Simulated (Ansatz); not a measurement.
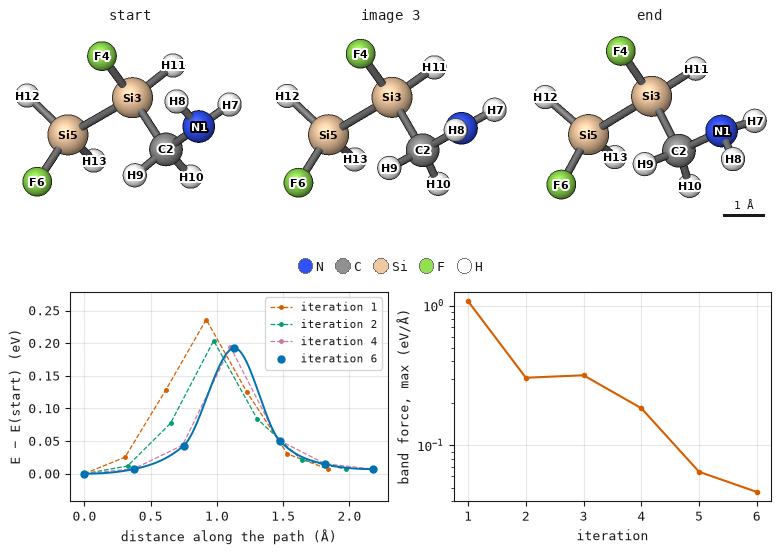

NEB run on CH7F2NSi2. Images are numbered from 0 (start) to 6 (end). The plot follows the band through its iterations. Style: ball-and-stick. Shown from a free direction.

Theory: RKS BHLYP-D4/def2-SVP (Ansatz 0.2.0). Settings: 5 movable images; climbing image; force threshold 0.05 eV/Å; iteration limit 60; spring constant 0.1 eV/Å²; starting path by image-dependent pair potential.

### Did the band converge, and can the barrier be trusted?

The run is converged, with reservations. The band converged in 6 iterations. The largest component of the band force went from 1.1 to 0.046 eV/Å. The climbing image converged on the top of the path. Its curvatures weren't checked. The spring constant is far from the usual few eV/Å², which spoils the spacing or the steps. The first iteration put the highest image at 0.236 eV. The highest point, image 3, lies 0.192 eV above the start and 0.185 eV above the end; the end is at +0.007 eV relative to the start.

Cost: 2.3 min on 2 threads of Arm Neoverse V2 (shared host), peak memory 0.31 GiB.
